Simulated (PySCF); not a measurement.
**C4H10GeO: excited-state calculation**

The run: excited-state calculation of C4H10GeO. Method and program: TDDFT PBE0/def2-SVPD, vertical, gas phase, core orbitals frozen in the response (PySCF 2.14.0).

The geometry comes from this level: GFN2-xTB.

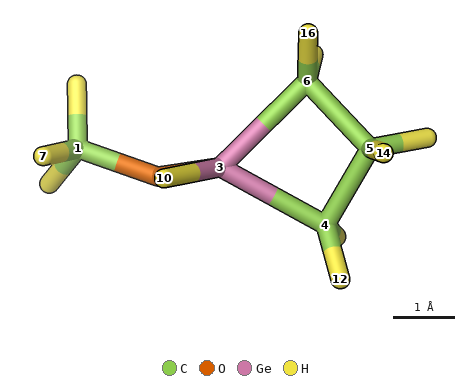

The structure (stick view, seen at a tilt; atoms are numbered from 1 in the order of the input). Sticks mark near contacts.

## Results in brief

- outcome: converged
- total energy: −2309.701457 hartree
- HOMO: −7.21 eV
- LUMO: 0.41 eV
- dipole moment: 0.99 D
- mean polarisability: 82.07 a.u.
- lowest singlet excitation: 6.35 eV
- hardware: 1 CPU thread, shared host
- wall time: 48 s
- peak memory: 0.96 GiB

## Remarks

Spin–orbit coupling is left out, which matters for the heavy atoms.

## Input file
```
{"job": {"kind": "uv", "xc": "PBE0", "basis": "def2-SVPD", "nstates": 6, "ntriplets": 2}, "charge": 0, "multiplicity": 1}
C      2.944441    -0.164784    -0.205226
O      1.635669     0.276976    -0.478942
Ge     0.272645     0.310589     0.666828
C     -1.345353     1.170305    -0.126009
C     -2.191491    -0.031160     0.336067
C     -1.133510    -1.129084     0.546017
H      3.269009     0.116608     0.800060
H      3.018754    -1.250299    -0.305198
H      3.605455     0.305983    -0.935230
H      0.867851     0.704439     2.036240
H     -1.251104     1.197264    -1.210525
H     -1.715204     2.135229     0.210304
H     -2.968224    -0.309600    -0.375786
H     -2.673287     0.201390     1.285836
H     -0.994896    -1.720811    -0.358002
H     -1.348351    -1.804102     1.369639
```

The first line tells a small driver script what to run in PySCF; the rest is the geometry in Å.

Run as:
```bash
OMP_NUM_THREADS=1 python <driver script> task.json out
```

## The program's output
```
coarse grid: 58040 points
cycle   1  E = -2309.5778748405  dE = -1.090e-01  |g| = 8.024e-01  |ddm| = 5.526e+00
cycle   2  E = -2309.3465852253  dE =  2.313e-01  |g| = 1.348e+00  |ddm| = 2.375e+00
cycle   3  E = -2309.6957290427  dE = -3.491e-01  |g| = 1.655e-01  |ddm| = 1.509e+00
cycle   4  E = -2309.7007251943  dE = -4.996e-03  |g| = 5.546e-02  |ddm| = 2.454e-01
cycle   5  E = -2309.7013925196  dE = -6.673e-04  |g| = 9.568e-03  |ddm| = 8.269e-02
cycle   6  E = -2309.7014152618  dE = -2.274e-05  |g| = 2.951e-03  |ddm| = 1.810e-02
cycle   7  E = -2309.7014169981  dE = -1.736e-06  |g| = 4.245e-04  |ddm| = 4.923e-03
final grid: 122800 points
cycle   8  E = -2309.7014566145  dE = -9.580e-08  |g| = 4.336e-04  |ddm| = 8.282e-03
cycle   9  E = -2309.7014566068  dE =  7.691e-09  |g| = 4.970e-04  |ddm| = 1.608e-03
cycle  10  E = -2309.7014566483  dE = -4.157e-08  |g| = 3.458e-05  |ddm| = 7.337e-04
cycle  11  E = -2309.7014566486  dE = -2.929e-10  |g| = 1.327e-05  |ddm| = 6.599e-05
```

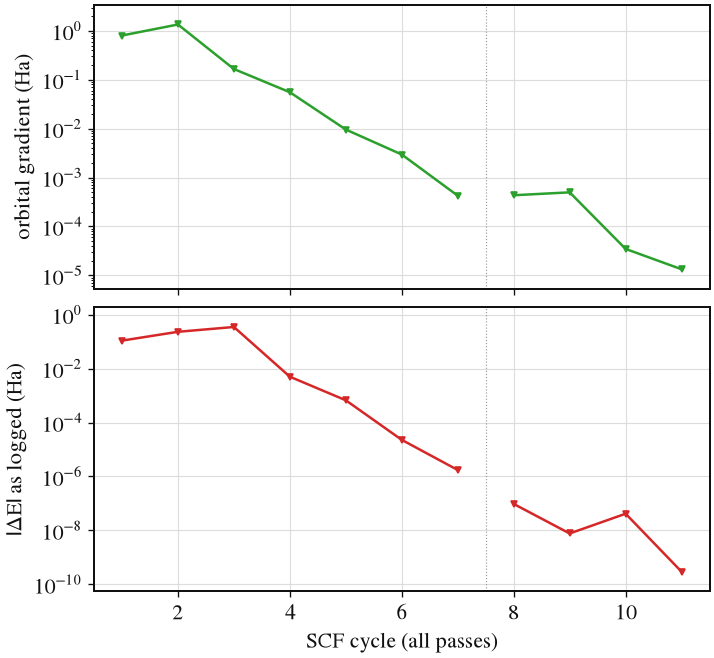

Convergence of the self-consistent field: orbital gradient and size of the energy change against the SCF cycle. The dotted line marks the change from a coarse to the final integration grid. The first 7 cycles use a coarse grid, the final grid takes over at cycle 8, and the field converges after 11 cycles in all.

```
converged SCF energy = -2309.7014566486

Static polarisability (au): isotropic 82.070, principal 71.059 74.012 101.140

Singlet excitations
state   eV       nm        f      main configurations
  1   6.3462    195.4   0.02086   H->L 0.82, H->L+1 0.09
  2   6.7300    184.2   0.03762   H->L+1 0.71, H->L 0.12
  3   6.8938    179.8   0.02705   H->L+2 0.84, H->L+1 0.11
  4   7.0833    175.0   0.04908   H-1->L 0.46, H->L+3 0.40
  5   7.1656    173.0   0.05827   H->L+3 0.43, H-1->L 0.41
  6   7.3986    167.6   0.00961   H-2->L 0.43, H-1->L+2 0.29, H-1->L+1 0.16

Triplet excitations (Tamm-Dancoff, eV): 5.8590 6.2800
```

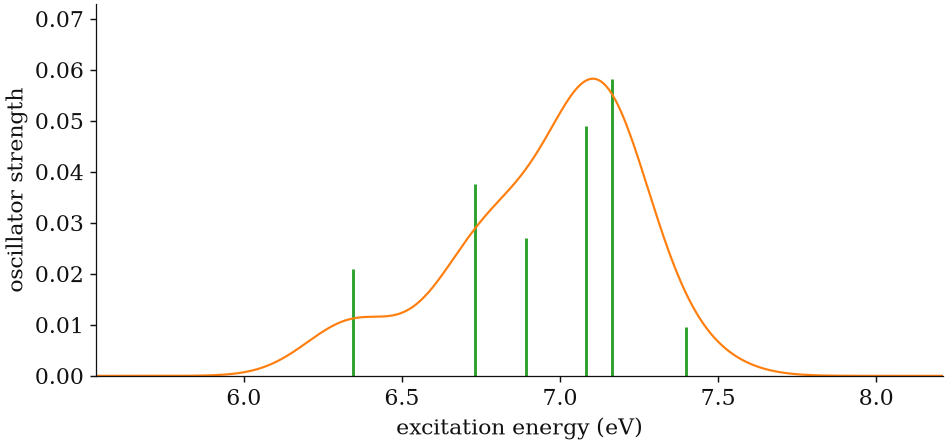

Computed excitations as sticks (degenerate states added up, dark ones marked on the axis), with a Gaussian envelope of 0.35 eV full width at half maximum, scaled to the tallest. Of the 6 states the lowest lies at 6.35 eV (f = 0.021); the strongest line is at 7.17 eV, or 173 nm (f = 0.058).

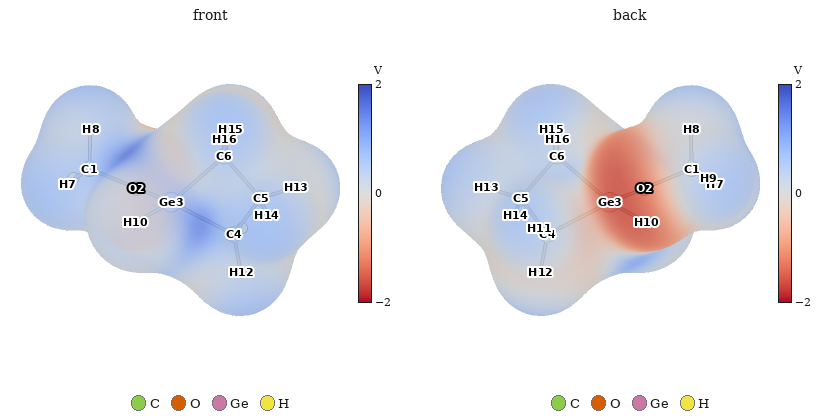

The molecular electrostatic potential painted on the density surface at 0.002 e/bohr³, seen at a tilt and from behind; red is negative and blue positive. A positive charge is drawn to the negative regions and a negative charge to the positive ones. Its dipole moment is 0.99 D.

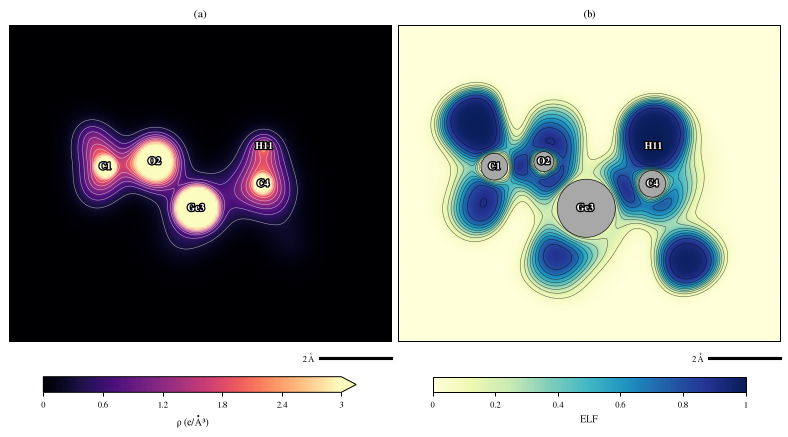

(a) total electron density; (b) ELF on the plane of atoms C1, O2 and Ge3. Grey discs, where drawn, cover atomic cores. The section cuts through C, O, Ge and H sites.
